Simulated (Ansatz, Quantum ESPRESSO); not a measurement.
# HfOs (Pm-3m): zone-centre phonons

Wanted: the vibrations of HfOs (Pm-3m) at Γ, by two programs.

Method: DFT LDA, scalar-relativistic, plane waves, JTH PAW pseudopotentials, in Quantum ESPRESSO 7.5.

### Step 1. Set-up

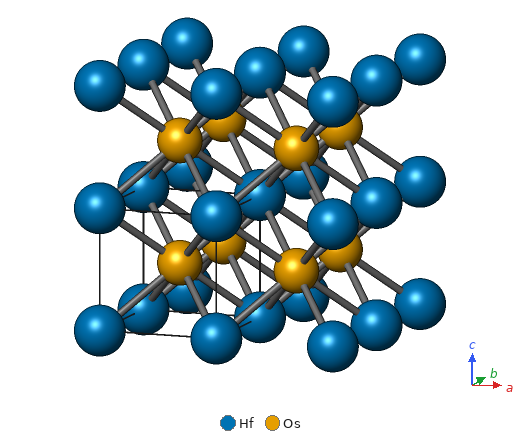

The starting structure, seen slightly off an axis (hafnium blue, osmium orange). 2×2×2 cells are drawn. Some periodic images of atoms are drawn too.

As a file:

```
Hf Os
1.0
     3.23900    0.00000    0.00000
     0.00000    3.23900    0.00000
     0.00000    0.00000    3.23900
Hf Os
1 1
Direct
  0.00000 0.00000 0.00000
  0.50000 0.50000 0.50000
```

### Step 2. A first look

Before anything dear is run, a loose run with smearing shows whether this is a metal and how far the cell is from rest.

probe.in reads:

```
&CONTROL
  calculation = 'scf'
  prefix      = 'x'
  outdir      = './tmp'
  pseudo_dir  = './pseudo'
  tprnfor     = .true.
  tstress     = .true.
  verbosity   = 'high'
/
&SYSTEM
  ibrav       = 1
  celldm(1)   = 6.12082292
  nat         = 2
  ntyp        = 2
  ecutwfc     = 40.0
  ecutrho     = 200.0
  occupations = 'smearing'
  smearing    = 'gaussian'
  degauss     = 0.01
/
&ELECTRONS
  conv_thr         = 1.0d-07
  mixing_beta      = 0.7
  electron_maxstep = 100
/
ATOMIC_SPECIES
 Hf    178.4900  Hf.upf
 Os    190.2300  Os.upf
ATOMIC_POSITIONS crystal
 Hf     0.000000000   0.000000000   0.000000000
 Os     0.500000000   0.500000000   0.500000000
K_POINTS automatic
 6 6 6 0 0 0
```

Command:

```sh
$ OMP_NUM_THREADS=1 mpirun -n 4 pw.x -nk 4 -in probe.in > probe.out
```

Output:

```text
[banners, grids, parts of the stress and lines that vanish by symmetry left out]
Program PWSCF v.7.5
     file Hf.upf: wavefunction(s)  5S 5P 6P 5D 0D renormalized
     file Os.upf: wavefunction(s)  6S 0S 0P 0P 5D 0D renormalized
[...]
kinetic-energy cutoff     =      40.0000  Ry
     charge density cutoff     =     200.0000  Ry
     scf convergence threshold =      1.0E-07
[...]
Exchange-correlation= SLA PW NOGX NOGC
                           (   1   4   0   0   0   0   0)
[...]
48 Sym. Ops., with inversion, found
[...]
(     0          1          0      )
                  (     0          0          1      )
[...]
(  0.0000000  1.0000000  0.0000000 )
                  (  0.0000000  0.0000000  1.0000000 )
[...]
(     0         -1          0      )
[...]
(  0.0000000 -1.0000000  0.0000000 )
[...]
(     0          0          1      )
                  (     1          0          0      )
[...]
( -1.0000000  0.0000000  0.0000000 )
                  (  0.0000000  1.0000000  0.0000000 )
[...]
number of k points=    20  Gaussian smearing, width (Ry)=  0.0100
[...]
End of self-consistent calculation
[...]
the Fermi energy is    17.6526 ev
!    total energy              =   -1356.48808048 Ry
[...]
convergence has been achieved in  10 iterations
[...]
atom    1 type  1   force =     0.00000000    0.00000000    0.00000000
     atom    2 type  2   force =     0.00000000    0.00000000    0.00000000
[...]
Total force =     0.000000     Total SCF correction =     0.000000
[...]
total   stress  (Ry/bohr**3)                   (kbar)     P=      -90.22
[...]
XML data file, charge density, pseudopotentials, collected wavefunctions

   JOB DONE.
```

Elapsed: 2.5 s, on 4 MPI ranks of Arm Neoverse V2, shared host.

This step gave:

| Item | Value |
| --- | --- |
| volume per atom | 16.99 Å³ |
| pressure | -9.022 GPa |
| gap on the k-mesh | 0 eV |

No gap opens on this mesh, so smearing is kept; the start stands at -9.0 GPa.

### Step 3. Relaxing the cell and atoms

Frequencies change by per cents with a per cent of volume, so the structure is first brought to rest at this level of theory.

relax.in reads:

```
&CONTROL
  calculation   = 'vc-relax'
  prefix        = 'x'
  outdir        = './tmp'
  pseudo_dir    = './pseudo'
  tprnfor       = .true.
  tstress       = .true.
  forc_conv_thr = 2.0d-05
  etot_conv_thr = 1.0d-07
  nstep         = 40
/
&SYSTEM
  ibrav       = 1
  celldm(1)   = 6.12082292
  nat         = 2
  ntyp        = 2
  ecutwfc     = 40.0
  ecutrho     = 200.0
  occupations = 'smearing'
  smearing    = 'mv'
  degauss     = 0.02
/
&ELECTRONS
  conv_thr         = 1.0d-11
  mixing_beta      = 0.7
  electron_maxstep = 100
/
&IONS
/
&CELL
  press_conv_thr = 0.1
/
ATOMIC_SPECIES
 Hf    178.4900  Hf.upf
 Os    190.2300  Os.upf
ATOMIC_POSITIONS crystal
 Hf     0.000000000   0.000000000   0.000000000
 Os     0.500000000   0.500000000   0.500000000
K_POINTS automatic
 10 10 10 0 0 0
```

Command:

```sh
$ OMP_NUM_THREADS=1 mpirun -n 4 pw.x -nk 4 -in relax.in > relax.out
```

Output:

```text
[banners, grids, parts of the stress and lines that vanish by symmetry left out]
[banner, memory and clock lines left out]
Program PWSCF v.7.5

[...]
kinetic-energy cutoff     =      40.0000  Ry
     charge density cutoff     =     200.0000  Ry
     scf convergence threshold =      1.0E-11
[...]
energy convergence thresh.=      1.0E-07
     force convergence thresh. =      2.0E-05
     press convergence thresh. =      1.0E-01
     Exchange-correlation= SLA PW NOGX NOGC
                           (   1   4   0   0   0   0   0)
[...]
48 Sym. Ops., with inversion, found
[...]
number of k points=    56  Marzari-Vanderbilt smearing, width (Ry)=  0.0200
[...]
End of self-consistent calculation
[...]
the Fermi energy is    17.5813 ev
!    total energy              =   -1356.49227471 Ry
[...]
convergence has been achieved in  19 iterations
[...]
atom    1 type  1   force =     0.00000000    0.00000000    0.00000000
     atom    2 type  2   force =     0.00000000    0.00000000    0.00000000
     Total force =     0.000000     Total SCF correction =     0.000000
[...]
total   stress  (Ry/bohr**3)                   (kbar)     P=      -97.47
[...]
number of bfgs steps    =   0
[...]
CELL_PARAMETERS (alat=  6.12082292)
[...]
ATOMIC_POSITIONS (crystal)
Hf               0.0000000000        0.0000000000        0.0000000000
Os               0.5000000000        0.5000000000        0.5000000000
[...]
New effective cutoffs (rho, wfc):  205.93   41.35
[...]
End of self-consistent calculation
[...]
the Fermi energy is    18.6303 ev
!    total energy              =   -1356.49535153 Ry
[...]
convergence has been achieved in  13 iterations
[...]
atom    1 type  1   force =     0.00000000    0.00000000    0.00000000
     atom    2 type  2   force =     0.00000000    0.00000000    0.00000000
     Total force =     0.000000     Total SCF correction =     0.000000
[...]
total   stress  (Ry/bohr**3)                   (kbar)     P=       22.20
[...]
number of bfgs steps    =   1
[...]
CELL_PARAMETERS (alat=  6.12082292)
[...]
ATOMIC_POSITIONS (crystal)
Hf               0.0000000000        0.0000000000        0.0000000000
Os               0.5000000000        0.5000000000        0.5000000000
[...]
New effective cutoffs (rho, wfc):  204.68   41.10
[...]
End of self-consistent calculation
[...]
the Fermi energy is    18.4376 ev
!    total energy              =   -1356.49548974 Ry
[...]
convergence has been achieved in  14 iterations
[...]
atom    1 type  1   force =     0.00000000    0.00000000    0.00000000
     atom    2 type  2   force =     0.00000000    0.00000000    0.00000000
     Total force =     0.000000     Total SCF correction =     0.000000
[...]
total   stress  (Ry/bohr**3)                   (kbar)     P=       -1.60
[...]
number of bfgs steps    =   2
[...]
CELL_PARAMETERS (alat=  6.12082292)
[...]
ATOMIC_POSITIONS (crystal)
[...]
New effective cutoffs (rho, wfc):  204.76   41.12
[...]
End of self-consistent calculation
[...]
the Fermi energy is    18.4506 ev
!    total energy              =   -1356.49549050 Ry
[...]
convergence has been achieved in  12 iterations
[...]
atom    1 type  1   force =     0.00000000    0.00000000    0.00000000
     atom    2 type  2   force =     0.00000000    0.00000000    0.00000000
     Total force =     0.000000     Total SCF correction =     0.000000
[...]
total   stress  (Ry/bohr**3)                   (kbar)     P=       -0.02
[...]
number of bfgs steps    =   3
[...]
small trust_radius: resetting bfgs history
[...]
CELL_PARAMETERS (alat=  6.12082292)
[...]
ATOMIC_POSITIONS (crystal)
[...]
New effective cutoffs (rho, wfc):  204.76   41.12
[...]
End of self-consistent calculation
[...]
the Fermi energy is    18.4509 ev
!    total energy              =   -1356.49549050 Ry
[...]
convergence has been achieved in   8 iterations
[...]
atom    1 type  1   force =     0.00000000    0.00000000    0.00000000
     atom    2 type  2   force =     0.00000000    0.00000000    0.00000000
     Total force =     0.000000     Total SCF correction =     0.000000
[...]
total   stress  (Ry/bohr**3)                   (kbar)     P=        0.01
[...]
bfgs converged in   5 scf cycles and   4 bfgs steps
[...]
End of BFGS Geometry Optimization
     Final enthalpy           =   -1356.4954904955 Ry
     File ./tmp/x.bfgs deleted, as requested
[...]
CELL_PARAMETERS (alat=  6.12082292)
[...]
ATOMIC_POSITIONS (crystal)
Hf               0.0000000000        0.0000000000        0.0000000000
Os               0.5000000000        0.5000000000        0.5000000000
[...]
Final scf calculation at the relaxed structure.
[...]
kinetic-energy cutoff     =      40.0000  Ry
     charge density cutoff     =     200.0000  Ry
     scf convergence threshold =      1.0E-13
[...]
press convergence thresh. =      1.0E-01
     Exchange-correlation= SLA PW NOGX NOGC
                           (   1   4   0   0   0   0   0)
[...]
48 Sym. Ops., with inversion, found
[...]
number of k points=    56  Marzari-Vanderbilt smearing, width (Ry)=  0.0200
[...]
End of self-consistent calculation
[...]
the Fermi energy is    18.4511 ev
!    total energy              =   -1356.49534574 Ry
[...]
convergence has been achieved in  18 iterations
[...]
atom    1 type  1   force =     0.00000000    0.00000000    0.00000000
     atom    2 type  2   force =     0.00000000    0.00000000    0.00000000
     Total force =     0.000000     Total SCF correction =     0.000000
[...]
total   stress  (Ry/bohr**3)                   (kbar)     P=        0.37
[...]
XML data file, charge density, pseudopotentials, collected wavefunctions
```

Wall time 25 s (4 MPI ranks); 98 s of CPU time.

Relaxation path:

| step | energy less that of the first step (eV) | largest force (eV/Å) | pressure (GPa) | volume (Å³) |
| --- | --- | --- | --- | --- |
| 1 | 0.0000 | 0.0000 | -9.75 | 33.98 |
| 2 | -0.0419 | 0.0000 | 2.22 | 32.32 |
| 3 | -0.0437 | 0.0000 | -0.16 | 32.62 |
| 4 | -0.0438 | 0.0000 | 0.00 | 32.60 |
| 5 | -0.0438 | 0.0000 | 0.00 | 32.60 |
| 6 | -0.0418 | 0.0000 | 0.04 | 32.60 |

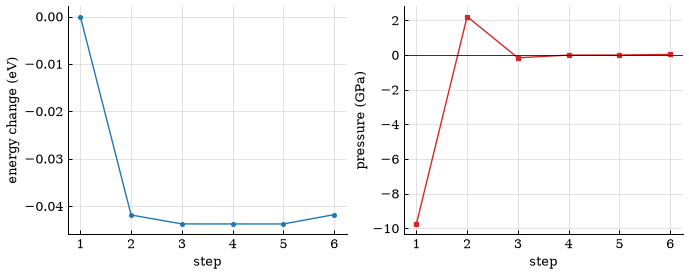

Energy and pressure along the relaxation.

| conventional cell, symmetrised | before | after | change |
| --- | --- | --- | --- |
| a (Å) | 3.239 | 3.194 | -1.4 % |
| b (Å) | 3.239 | 3.194 | -1.4 % |
| c (Å) | 3.239 | 3.194 | -1.4 % |
| volume (Å³/atom) | 16.99 | 16.30 | -4.1 % |

Final coordinates:

```
Hf Os
1.0
     3.19436    0.00000    0.00000
     0.00000    3.19436    0.00000
     0.00000    0.00000    3.19436
Hf Os
1 1
Direct
  0.00000 0.00000 0.00000
  0.50000 0.50000 0.50000
```

The last row of the table of steps is pw.x's closing run on a basis chosen anew for the final cell, so its energy can jump.

Numbers from this step:

* volume per atom: 16.30 Å³
* pressure: 0.037 GPa

The volume changes by -4.1 % from the cell with which this run began.

### Step 4. Ground state

The response is built on this ground state, so it is converged far tighter than an energy would need. Smearing stays on, as the first look found no gap above 0.3 eV.

scf.in reads:

```
&CONTROL
  calculation = 'scf'
  prefix      = 'x'
  outdir      = './tmp'
  pseudo_dir  = './pseudo'
  tprnfor     = .true.
  tstress     = .true.
/
&SYSTEM
  ibrav       = 1
  celldm(1)   = 6.0364735
  nat         = 2
  ntyp        = 2
  ecutwfc     = 40.0
  ecutrho     = 200.0
  occupations = 'smearing'
  smearing    = 'mv'
  degauss     = 0.02
/
&ELECTRONS
  conv_thr         = 1.0d-12
  mixing_beta      = 0.7
  electron_maxstep = 100
/
ATOMIC_SPECIES
 Hf    178.4900  Hf.upf
 Os    190.2300  Os.upf
ATOMIC_POSITIONS crystal
 Hf     0.000000000   0.000000000   0.000000000
 Os     0.500000000   0.500000000   0.500000000
K_POINTS automatic
 12 12 12 0 0 0
```

Command:

```sh
$ OMP_NUM_THREADS=1 mpirun -n 4 pw.x -nk 4 -in scf.in > scf.out
```

Output:

```text
[banners, grids, parts of the stress and lines that vanish by symmetry left out]
[banner, memory and clock lines left out]
Program PWSCF v.7.5

[...]
kinetic-energy cutoff     =      40.0000  Ry
     charge density cutoff     =     200.0000  Ry
     scf convergence threshold =      1.0E-12
[...]
Exchange-correlation= SLA PW NOGX NOGC
                           (   1   4   0   0   0   0   0)
[...]
48 Sym. Ops., with inversion, found
[...]
number of k points=    84  Marzari-Vanderbilt smearing, width (Ry)=  0.0200
[...]
End of self-consistent calculation
[...]
the Fermi energy is    18.3332 ev
!    total energy              =   -1356.49539129 Ry
[...]
convergence has been achieved in  13 iterations
[...]
atom    1 type  1   force =     0.00000000    0.00000000    0.00000000
     atom    2 type  2   force =     0.00000000    0.00000000    0.00000000
     Total force =     0.000000     Total SCF correction =     0.000000
[...]
total   stress  (Ry/bohr**3)                   (kbar)     P=        3.73
[...]
XML data file, charge density, pseudopotentials, collected wavefunctions
```

Elapsed: 5.9 s, on 4 MPI ranks.

Read from the output:

* pressure: 0.373 GPa

The cell stands at 0.37 GPa, so the frequencies below are those of a cell under stress.

### Step 5. Zone-centre response

At q = 0 one unit cell holds all displacements; symmetry groups them into irreducible representations that are solved one by one. With smeared occupations no response to a homogeneous field can be asked.

ph.in reads:

```
phonons
&INPUTPH
  prefix       = 'x'
  outdir       = './tmp'
  fildyn       = 'g.dyn'
  tr2_ph       = 1.0d-18
  alpha_mix(1) = 0.4
  nmix_ph      = 8
/
0.000000000 0.000000000 0.000000000
```

Command:

```sh
$ OMP_NUM_THREADS=1 mpirun -n 4 ph.x -nk 4 -in ph.in > ph.out
```

Output:

```text
[banners, grids, parts of the stress and lines that vanish by symmetry left out]
[banner, memory and clock lines left out]
Program PHONON v.7.5

     ./tmp/x.save/

     file Hf.upf: wavefunction(s)  5S 5P 6P 5D 0D renormalized
     file Os.upf: wavefunction(s)  6S 0S 0P 0P 5D 0D renormalized

     IMPORTANT: XC functional enforced from input :
     Exchange-correlation= PW
                           (   1   4   0   0   0   0   0)
     Any further DFT definition will be discarded
     Please, verify this is what you really want

     G-vector sticks info

     Reading collected, re-writing distributed wavefunctions in ./tmp/

     Number and degeneracy of irreps per q-point
       N         xq(1)         xq(2)         xq(3)   N irreps
       1   0.000000000   0.000000000   0.000000000       2
        3   3

     Calculation of q =    0.0000000   0.0000000   0.0000000

     phonons

     bravais-lattice index     =            1
     lattice parameter (alat)  =       6.0365  a.u.
     unit-cell volume          =     219.9631 (a.u.)^3
     number of atoms/cell      =            2
     number of atomic types    =            2
     kinetic-energy cut-off    =      40.0000  Ry
     charge density cut-off    =     200.0000  Ry
     convergence threshold     =      1.0E-18
     beta                      =       0.4000
     number of iterations used =            8
     Exchange-correlation= PW
                           (   1   4   0   0   0   0   0)

     celldm(1)=    6.03647  celldm(2)=    0.00000  celldm(3)=    0.00000
     celldm(4)=    0.00000  celldm(5)=    0.00000  celldm(6)=    0.00000

     crystal axes: (cart. coord. in units of alat)
               a(1) = (  1.0000  0.0000  0.0000 )
               a(2) = (  0.0000  1.0000  0.0000 )
               a(3) = (  0.0000  0.0000  1.0000 )

     reciprocal axes: (cart. coord. in units 2 pi/alat)
               b(1) = (  1.0000  0.0000  0.0000 )
               b(2) = (  0.0000  1.0000  0.0000 )
               b(3) = (  0.0000  0.0000  1.0000 )

     Atoms inside the unit cell:

     Cartesian axes

     site n.  atom      mass           positions (alat units)
        1  Hf    178.4900   tau(    1) = (    0.00000    0.00000    0.00000  )
        2  Os    190.2300   tau(    2) = (    0.50000    0.50000    0.50000  )

     Computing dynamical matrix for
                    q = (   0.0000000   0.0000000   0.0000000 )

     49 Sym.Ops. (with q -> -q+G )

     G cutoff =  184.6022  (  10443 G-vectors)     FFT grid: ( 27, 27, 27)
     G cutoff =  147.6818  (   7497 G-vectors)  smooth grid: ( 25, 25, 25)

     number of k points=    84  Marzari-Vanderbilt smearing, width (Ry)=  0.0200
                       cart. coord. in units 2pi/alat
        k(    1) = (   0.0000000   0.0000000   0.0000000), wk =   0.0011574
        k(    2) = (   0.0000000   0.0000000   0.0833333), wk =   0.0069444
        k(    3) = (   0.0000000   0.0000000   0.1666667), wk =   0.0069444
        [... further k-points left out ...]

     PseudoPot. # 1 for Hf read from file:
     ./pseudo/Hf.upf
     Pseudo is Projector augmented-wave + core cor, Zval = 12.0
     Shape of augmentation charge: SINC**2
     Using radial grid of 1119 points,  6 beta functions with:
                l(1) =   0
                l(2) =   0
                l(3) =   1
                l(4) =   1
                l(5) =   2
                l(6) =   2
     Q(r) pseudized with 0 coefficients

     PseudoPot. # 2 for Os read from file:
     ./pseudo/Os.upf
     Pseudo is Projector augmented-wave + core cor, Zval =  8.0
     Shape of augmentation charge: SINC**2
     Using radial grid of 1124 points,  6 beta functions with:
                l(1) =   0
                l(2) =   0
                l(3) =   1
                l(4) =   1
                l(5) =   2
                l(6) =   2
     Q(r) pseudized with 0 coefficients

     Mode symmetry, O_h (m-3m)  point group:

     Atomic displacements:
     There are    2 irreducible representations

     Representation     1      3 modes -  To be done

     Representation     2      3 modes -  To be done

     Alpha used in Ewald sum =   2.0000

     Representation #   1 modes #   1   2   3

     Self-consistent Calculation
      thresh= 1.000E-02 alpha_mix =  0.400 |ddv_scf|^2 =  1.225E-06
      thresh= 1.107E-04 alpha_mix =  0.400 |ddv_scf|^2 =  3.206E-08
      thresh= 1.790E-05 alpha_mix =  0.400 |ddv_scf|^2 =  8.637E-10
      thresh= 2.939E-06 alpha_mix =  0.400 |ddv_scf|^2 =  2.284E-11
      thresh= 4.779E-07 alpha_mix =  0.400 |ddv_scf|^2 =  3.799E-13
      thresh= 6.164E-08 alpha_mix =  0.400 |ddv_scf|^2 =  4.296E-14
      thresh= 2.073E-08 alpha_mix =  0.400 |ddv_scf|^2 =  7.442E-17
      thresh= 8.627E-10 alpha_mix =  0.400 |ddv_scf|^2 =  1.017E-17
      thresh= 3.189E-10 alpha_mix =  0.400 |ddv_scf|^2 =  3.102E-20

     End of self-consistent calculation

     Convergence has been achieved

     Representation #   2 modes #   4   5   6

     Self-consistent Calculation
      thresh= 1.000E-02 alpha_mix =  0.400 |ddv_scf|^2 =  4.732E-06
      thresh= 2.175E-04 alpha_mix =  0.400 |ddv_scf|^2 =  1.859E-07
      thresh= 4.312E-05 alpha_mix =  0.400 |ddv_scf|^2 =  1.070E-08
      thresh= 1.034E-05 alpha_mix =  0.400 |ddv_scf|^2 =  1.350E-10
      thresh= 1.162E-06 alpha_mix =  0.400 |ddv_scf|^2 =  7.433E-12
      thresh= 2.726E-07 alpha_mix =  0.400 |ddv_scf|^2 =  1.266E-12
      thresh= 1.125E-07 alpha_mix =  0.400 |ddv_scf|^2 =  7.337E-15
      thresh= 8.566E-09 alpha_mix =  0.400 |ddv_scf|^2 =  2.034E-17
      thresh= 4.510E-10 alpha_mix =  0.400 |ddv_scf|^2 =  1.174E-18
      thresh= 1.083E-10 alpha_mix =  0.400 |ddv_scf|^2 =  2.770E-21

     End of self-consistent calculation

     Convergence has been achieved

     Number of q in the star =    1
     List of q in the star:
          1   0.000000000   0.000000000   0.000000000

     Diagonalizing the dynamical matrix

     q = (    0.000000000   0.000000000   0.000000000 )

 **************************************************************************
     freq (    1) =      -0.128310 [THz] =      -4.279970 [cm-1]
     freq (    2) =      -0.128310 [THz] =      -4.279970 [cm-1]
     freq (    3) =      -0.128310 [THz] =      -4.279970 [cm-1]
     freq (    4) =       4.843631 [THz] =     161.566150 [cm-1]
     freq (    5) =       4.843631 [THz] =     161.566150 [cm-1]
     freq (    6) =       4.843631 [THz] =     161.566150 [cm-1]
 **************************************************************************

     Mode symmetry, O_h (m-3m)  point group:

     freq (   1-   3) =         -4.3  [cm-1]   --> T_1u G_15  G_4- I
     freq (   4-   6) =        161.6  [cm-1]   --> T_1u G_15  G_4- I
```

It took 66 s on 4 MPI ranks; 4.4 min of CPU time.

Numbers from this step:

* largest acoustic frequency at the zone centre before the sum rule: -4.28 cm⁻¹
* highest optical zone-centre mode (no LO-TO term): 161.6 cm⁻¹
* lowest optical zone-centre mode: 161.6 cm⁻¹

Optical modes; normalised displacements of the dynamical-matrix file. Modes at Γ, with each element's share of the kinetic energy:

| mode | frequency (cm⁻¹) | symmetry | Hf % | Os % |
| --- | --- | --- | --- | --- |
| 1 | 161.6 | T1u | 52 | 48 |
| 2 | 161.6 | T1u | 52 | 48 |
| 3 | 161.6 | T1u | 52 | 48 |

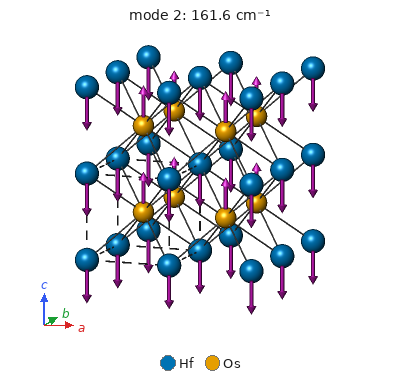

Displacement patterns of mode 2 at Γ; arrows are exaggerated. 2×2×2 cells are drawn. Some periodic images of atoms are drawn too.

The acoustic modes at Γ come out as far as 4.3 cm⁻¹ from zero, where they should vanish, a small numerical error.

(Continued in part 2 of 2.)

[Host names and launcher messages were left out of these logs when they were recorded.]

[Logs are printed without paths, hosts, clocks, repeated set-up lines and the standing remarks that a program may print on its own settings, such as how far it seeks lower states.]

[Hosts, paths, dates, database ids (printed as entryN), source tags and the programs' standing remarks are cut or masked in the printed files.]
